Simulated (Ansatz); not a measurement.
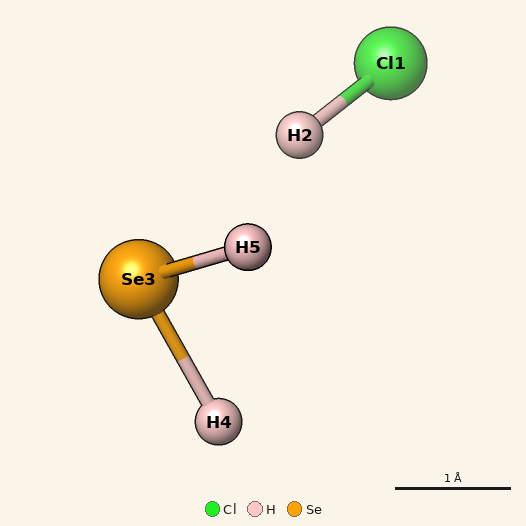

Orthographic view. Distant atoms are faded towards the background colour. Computed geometry: PBE0-D4/def2-TZVP optimisation.

List all interatomic distances (Å) as a matrix.

```
atom   Cl1    H2   Se3    H4    H5
 Cl1  0.00                        
  H2  1.30  0.00                  
 Se3  3.78  2.48  0.00            
  H4  4.05  2.89  1.47  0.00      
  H5  4.05  2.89  1.47  2.10  0.00
```
